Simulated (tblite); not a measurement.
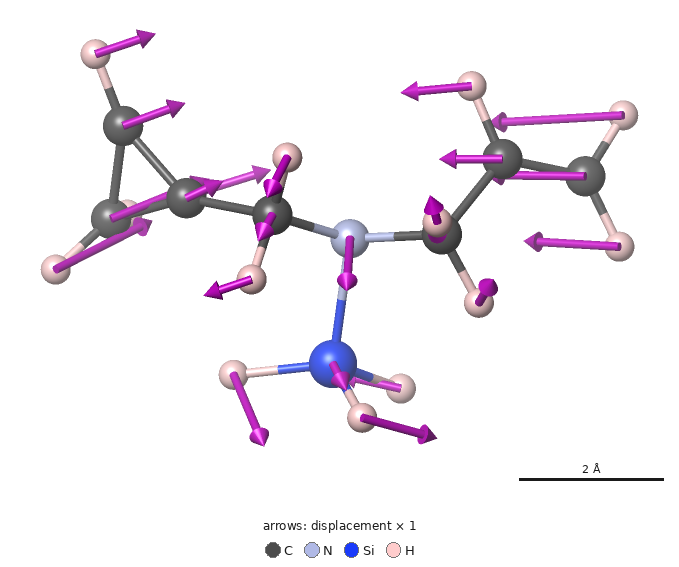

A relaxation of C7H13NSi. The starting structure is drawn; purple arrows show the displacements, at their true length. The two geometries are superimposed by the best rigid fit.

A ball-and-stick model, seen face on.

Method: GFN2-xTB geometry optimisation, gas phase (tblite). 

> Atoms of which element are displaced furthest, and by how much?

Hydrogen: up to 2.13 Å, against 1.53 Å for carbon.

> Describe the change and its energy.

The energy falls by 134.4 kJ/mol in 251 geometry steps. The largest moves after the best rigid fit, 2.13 Å, are those of H atoms. By element the largest moves are H 2.13 Å, C 1.53 Å, N 1.20 Å, Si 0.54 Å. Near-neighbour distances that change, for instance: N–Si 1.810 → 1.723 Å, C–C 1.372 → 1.300 Å, C–C 1.504 → 1.473 Å, H–Si 1.492 → 1.463 Å. Among the angles between lasting bonds that change: C–C–C 158.4° → 142.6°, C–N–Si 104.8° → 120.4°, C–C–C 138.4° → 153.1°. Groups turn about C–C by about 30°. Cost: 2.4 s on 1 thread of Arm Neoverse V1 (shared host).
